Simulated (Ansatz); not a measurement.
GaH3Cl2: nudged elastic band

The run: nudged elastic band of GaH3Cl2. Method and program: RKS PBE/def2-SVP (Ansatz 0.2.0).

It belongs to a series of runs on one base structure; here: band between the two ends. Figures and captions count atoms from 1; the log counts them from 0 in places.

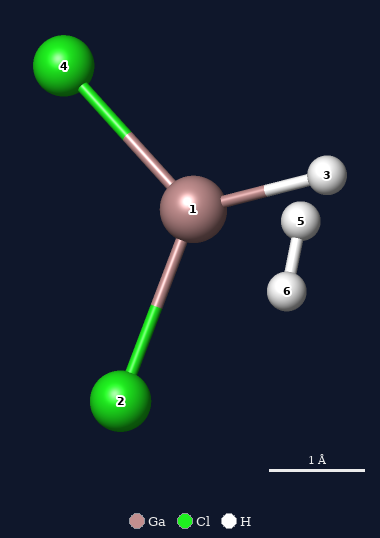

*The input geometry (ball-and-stick view, seen at a tilt; atoms are numbered from 1 in the order of the input). Sticks mark near contacts.*

Bond lengths as drawn: Cl–Ga 2.16 Å, Ga–H 1.56 Å and H–H 0.77 Å.

### Summary

```csv
quantity,value
outcome,converged
"barrier, forward",1.070 eV
"barrier, backward",0.419 eV
hardware,"1 thread of Arm Neoverse V1, 24 GiB of memory available, shared host"
wall time,2.5 min
peak memory,0.12 GiB
```

The order of the saddle point was not checked.

### Input
```yaml
crystal:
  periodic: [false, false, false]
  atoms:
    - { symbol: Ga, position_ang: [-0.010523, 0.242199, 0.159927] }
    - { symbol: Cl, position_ang: [-0.092412, 0.846991, 2.232242] }
    - { symbol: H, position_ang: [1.337962, -0.061077, -0.56259] }
    - { symbol: Cl, position_ang: [-1.895791, 0.243631, -0.889226] }
    - { symbol: H, position_ang: [-0.259164, -2.402168, 0.597511] }
    - { symbol: H, position_ang: [-0.103572, -2.124378, 1.300536] }
basis:
  gaussian: { orbitals: def2-SVP }
hamiltonian:
  xc: pbe
neb:
  order_check: false
  images: 5
  f_tol: 0.05
  max_iterations: 60
  final_atoms:
    - { symbol: Ga, position_ang: [0.3046573, -0.89127008, -0.16021918] }
    - { symbol: Cl, position_ang: [-0.07060622, -0.08471675, 2.36960614] }
    - { symbol: H, position_ang: [1.36066579, 0.16006968, -0.6462085] }
    - { symbol: Cl, position_ang: [-1.81448001, -0.13004976, -0.37051126] }
    - { symbol: H, position_ang: [0.35561312, -2.44497363, 0.04022474] }
    - { symbol: H, position_ang: [-1.15934998, 0.13613854, 1.60550806] }
  initial_path:
    images:
      - { positions_ang: [[-0.010523, 0.242199, 0.159927], [-0.092412, 0.846991, 2.232242], [1.337962, -0.061077, -0.56259], [-1.895791, 0.243631, -0.889226], [-0.259164, -2.402168, 0.597511], [-0.103572, -2.124378, 1.300536]] }
      - { positions_ang: [[-0.00405073, 0.15775632, 0.10353488], [-0.05924004, 0.57606095, 2.3482791], [1.3482632, -0.05617581, -0.63933095], [-1.90715685, 0.16240451, -0.96980242], [-0.25905019, -2.18642219, 0.60196752], [-0.1422654, -1.90842577, 1.39375188]] }
      - { positions_ang: [[0.00242155, 0.07331363, 0.04714275], [-0.02606808, 0.30513089, 2.4643162], [1.3585644, -0.05127462, -0.71607191], [-1.91852271, 0.08117801, -1.05037884], [-0.25893637, -1.97067637, 0.60642404], [-0.1809588, -1.69247355, 1.48696776]] }
      - { positions_ang: [[0.00889382, -0.01112905, -0.00924937], [0.00710388, 0.03420084, 2.5803533], [1.36886561, -0.04637343, -0.79281286], [-1.92988856, -4.848e-05, -1.13095527], [-0.25882256, -1.75493056, 0.61088056], [-0.21965219, -1.47652132, 1.58018364]] }
      - { positions_ang: [[0.10748165, -0.30450939, -0.05957264], [-0.01879948, -0.00543836, 2.51010425], [1.36613233, 0.02244094, -0.74394474], [-1.89141905, -0.04338224, -0.87747393], [-0.05401066, -1.98494492, 0.42066195], [-0.53288479, -0.93896803, 1.58862511]] }
      - { positions_ang: [[0.20606947, -0.59788974, -0.10989591], [-0.04470285, -0.04507756, 2.43985519], [1.36339906, 0.09125531, -0.69507662], [-1.85294953, -0.086716, -0.6239926], [0.15080123, -2.21495927, 0.23044334], [-0.84611738, -0.40141474, 1.59706659]] }
      - { positions_ang: [[0.3046573, -0.89127008, -0.16021918], [-0.07060622, -0.08471675, 2.36960614], [1.36066579, 0.16006968, -0.6462085], [-1.81448001, -0.13004976, -0.37051126], [0.35561312, -2.44497363, 0.04022474], [-1.15934998, 0.13613854, 1.60550806]] }
```

Command:
```bash
ansatz run input.yaml --threads 1 --pin off --max-ram 2048MiB --backend cpu --events-out ev --progress --plain --runs-dir out
```

### The program's output
```
Engine: ansatz 0.2.0, aarch64-unknown-linux-gnu
Functional definition: PBE
  parameter kappa = 0.804
  parameter beta = 0.06672455060314922
  exchange = pbe_x(kappa = kappa, mu = beta*pi^2/3)
  correlation = pbe_c(beta = beta)
919 factors; their error is unknown
mean field evaluation 1: about -77439.4790 eV, gradient 3.4e1 eV
mean field evaluation 2: about -77437.0711 eV, gradient 5.3e1 eV
mean field evaluation 4: about -77441.2699 eV, gradient 1.8e0 eV
mean field evaluation 8: about -77441.2313 eV, gradient 1.2e-2 eV
mean field -77441.23129629 eV, -2845.9127585868 hartree, gradient 9.0e-6 eV, S^2 0.000000; 0 other end points of the search recorded, 0 dependent functions left out
the calculation of the forces begins
reference -77441.23133153 eV, -2845.9127598818 hartree; 34, 34 occupied and 49, 49 virtual orbitals, 919 factors
919 factors; their error is unknown
mean field evaluation 16: about -77439.1142 eV, gradient 3.2e1 eV
mean field -77440.58109641 eV, -2845.8888641817 hartree, gradient 5.8e-5 eV, S^2 0.000000; 0 other end points of the search recorded, 0 dependent functions left out
[... from here on the field's lines of each further geometry are left out, up to the last ...]
NEB iter   1: max|band force component| = 2.833e0 eV/Å  barrier→ = 1.6923 eV  barrier← = 1.0421 eV  Δτ_max = 0.2000 Å  (167 SCF iters)
NEB iter   2: max|band force component| = 1.443e0 eV/Å  barrier→ = 1.1816 eV  barrier← = 0.5314 eV  Δτ_max = 0.1971 Å  (144 SCF iters)
NEB iter   3: max|band force component| = 1.008e0 eV/Å  barrier→ = 1.1625 eV  barrier← = 0.5123 eV  Δτ_max = 0.1975 Å  (139 SCF iters)
NEB iter   4: max|band force component| = 9.080e-1 eV/Å  barrier→ = 1.1416 eV  barrier← = 0.4914 eV  Δτ_max = 0.1976 Å  (144 SCF iters)
NEB iter   5: max|band force component| = 2.831e0 eV/Å  barrier→ = 1.1624 eV  barrier← = 0.5122 eV  Δτ_max = 0.1013 Å  (135 SCF iters)
NEB iter   6: max|band force component| = 8.280e-1 eV/Å  barrier→ = 0.9772 eV  barrier← = 0.3270 eV  Δτ_max = 0.1973 Å  (126 SCF iters)
NEB iter   7: max|band force component| = 4.905e-1 eV/Å  barrier→ = 1.0696 eV  barrier← = 0.4194 eV  CI = image 2  Δτ_max = 0.0874 Å  (135 SCF iters)
NEB iter   8: max|band force component| = 3.772e-1 eV/Å  barrier→ = 1.0776 eV  barrier← = 0.4274 eV  CI = image 2  Δτ_max = 0.1016 Å  (123 SCF iters)
NEB iter   9: max|band force component| = 2.070e-1 eV/Å  barrier→ = 1.0726 eV  barrier← = 0.4224 eV  CI = image 2  Δτ_max = 0.0911 Å  (123 SCF iters)
NEB iter  10: max|band force component| = 8.682e-2 eV/Å  barrier→ = 1.0701 eV  barrier← = 0.4199 eV  CI = image 2  Δτ_max = 0.0466 Å  (123 SCF iters)
NEB iter  11: max|band force component| = 1.090e-1 eV/Å  barrier→ = 1.0698 eV  barrier← = 0.4196 eV  CI = image 2  Δτ_max = 0.0231 Å  (119 SCF iters)
NEB iter  12: max|band force component| = 5.084e-2 eV/Å  barrier→ = 1.0698 eV  barrier← = 0.4196 eV  CI = image 2  Δτ_max = 0.0128 Å  (107 SCF iters)
the calculation of the forces begins
reference -77440.48166669 eV, -2845.8852102069 hartree; 34, 34 occupied and 49, 49 virtual orbitals, 919 factors
919 factors; their error is unknown
mean field evaluation 544: about -77437.1860 eV, gradient 4.8e1 eV
mean field -77440.16154865 eV, -2845.8734460860 hartree, gradient 3.4e-5 eV, S^2 0.000000; 1 other end points of the search recorded, 0 dependent functions left out
the calculation of the forces begins
reference -77440.16158434 eV, -2845.8734473975 hartree; 34, 34 occupied and 49, 49 virtual orbitals, 919 factors
NEB iter  13: max|band force component| = 1.050e-2 eV/Å  barrier→ = 1.0697 eV  barrier← = 0.4195 eV  CI = image 2  Δτ_max = 0.0000 Å  (224 SCF iters)
```

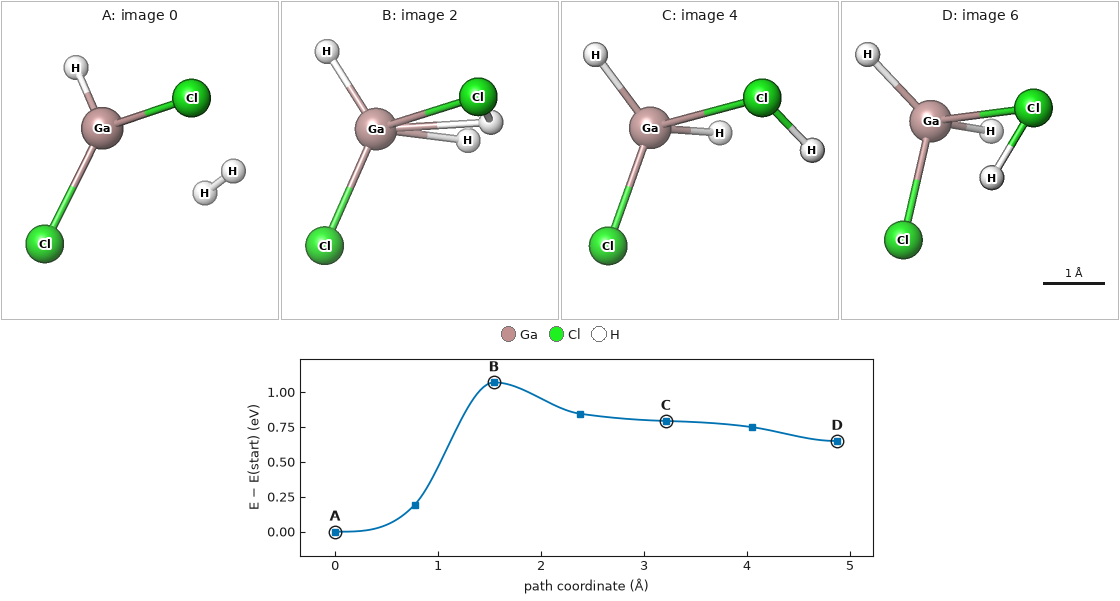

*Images of the last band (counted from 0; ball-and-stick, seen at a tilt) above the energy along the path; the line is a cubic interpolation that uses the forces.*

The highest image is number 2, 1.070 eV above the start and 0.420 eV above the end (the climbing image); the end lies 0.650 eV above the start. The path is 4.88 Å long. The band converged in 13 iterations.

```
Total energy: -77440.16158434 eV, -2845.8734473975 hartree
Atom 0 at    -0.023978    -0.375246    -0.114604 Å, force    -0.001263    -0.000351     0.000382 eV/Å
Atom 1 at    -0.113200     0.038298     2.357621 Å, force    -0.000878     0.001007     0.001277 eV/Å
Atom 2 at     1.374766     0.053134    -0.648359 Å, force     0.001237    -0.000631    -0.000524 eV/Å
Atom 3 at    -1.917661     0.206555    -0.974389 Å, force     0.000136    -0.000292     0.000552 eV/Å
Atom 4 at    -0.167725    -1.900727     0.624990 Å, force     0.000001     0.001433    -0.000001 eV/Å
Atom 5 at    -0.175703    -1.276816     1.593141 Å, force     0.000767    -0.001165    -0.001687 eV/Å
Dipole moment:     0.277901    -0.216254     0.010883 e Å
this run last wrote the band of iteration 13 to [file]
```

### The last band as extended XYZ (Å, eV, eV/Å)
```
6
Properties=species:S:1:pos:R:3:forces:R:3 image=0 energy=-77441.23130
Ga   -0.0105    0.2422    0.1599    0.0141  -0.0032  -0.0062
Cl   -0.0924    0.8470    2.2322   -0.0037   0.0005  -0.0013
H     1.3380   -0.0611   -0.5626   -0.0088   0.0020   0.0047
Cl   -1.8958    0.2436   -0.8892   -0.0014   0.0009   0.0030
H    -0.2592   -2.4022    0.5975    0.0037   0.0085   0.0216
H    -0.1036   -2.1244    1.3005   -0.0038  -0.0088  -0.0219
6
Properties=species:S:1:pos:R:3:forces:R:3 image=1 energy=-77441.03895
Ga   -0.0154   -0.0050    0.1120    0.0112   0.3994   0.2438
Cl   -0.0856    0.3923    2.2831    0.0098   0.3848  -0.0800
H     1.3513   -0.0522   -0.6397   -0.0248  -0.0961   0.0187
Cl   -1.8981    0.1830   -0.9317    0.0213  -0.0490   0.0336
H    -0.1926   -2.0960    0.6716   -0.0112  -0.2105   0.0516
H    -0.1831   -1.6769    1.3432   -0.0064  -0.4286  -0.2677
6
Properties=species:S:1:pos:R:3:forces:R:3 image=2 energy=-77440.16155
Ga   -0.0240   -0.3752   -0.1146   -0.0013  -0.0004   0.0004
Cl   -0.1132    0.0383    2.3576   -0.0009   0.0010   0.0013
H     1.3748    0.0531   -0.6484    0.0012  -0.0006  -0.0005
Cl   -1.9177    0.2066   -0.9744    0.0001  -0.0003   0.0006
H    -0.1677   -1.9007    0.6250    0.0000   0.0014   0.0000
H    -0.1757   -1.2768    1.5931    0.0008  -0.0012  -0.0017
6
Properties=species:S:1:pos:R:3:forces:R:3 image=3 energy=-77440.38582
Ga    0.0189   -0.5693   -0.3177    0.0049  -0.0277  -0.0322
Cl   -0.1208    0.0957    2.4014    0.0061   0.0065   0.0080
H     1.3298    0.2033   -0.6941   -0.0106   0.0191  -0.0085
Cl   -1.8634    0.2399   -1.0630    0.0078   0.0115  -0.0083
H    -0.1114   -2.0338    0.2733    0.0061  -0.0190  -0.0577
H    -0.2767   -1.1905    2.2384   -0.0143   0.0097   0.0986
6
Properties=species:S:1:pos:R:3:forces:R:3 image=4 energy=-77440.43785
Ga    0.1352   -0.6623   -0.3824    0.0017   0.0076  -0.0029
Cl    0.0245    0.0761    2.3162    0.0097  -0.0021  -0.0033
H     1.3551    0.2775   -0.6883   -0.0028   0.0002  -0.0011
Cl   -1.8199    0.1064   -1.0000    0.0010  -0.0018   0.0048
H     0.1133   -2.1852    0.0138    0.0078  -0.0113  -0.0099
H    -0.8316   -0.8672    2.5790   -0.0175   0.0073   0.0124
6
Properties=species:S:1:pos:R:3:forces:R:3 image=5 energy=-77440.48163
Ga    0.2503   -0.7944   -0.3155    0.0038  -0.0176   0.0034
Cl    0.0455   -0.0118    2.3572    0.0152  -0.0336   0.0146
H     1.4062    0.1954   -0.6958   -0.0008   0.0090  -0.0045
Cl   -1.7834   -0.0665   -0.7468   -0.0029  -0.0086   0.0538
H     0.2853   -2.3269    0.0284    0.0239  -0.0058  -0.0201
H    -1.2273   -0.2506    2.2109   -0.0392   0.0566  -0.0472
6
Properties=species:S:1:pos:R:3:forces:R:3 image=6 energy=-77440.58110
Ga    0.3047   -0.8913   -0.1602    0.0024  -0.0067  -0.0087
Cl   -0.0706   -0.0847    2.3696   -0.0128   0.0072   0.0003
H     1.3607    0.1601   -0.6462   -0.0117  -0.0103   0.0098
Cl   -1.8145   -0.1300   -0.3705   -0.0042   0.0003  -0.0105
H     0.3556   -2.4450    0.0402    0.0007   0.0182   0.0002
H    -1.1594    0.1361    1.6055    0.0255  -0.0087   0.0090
```
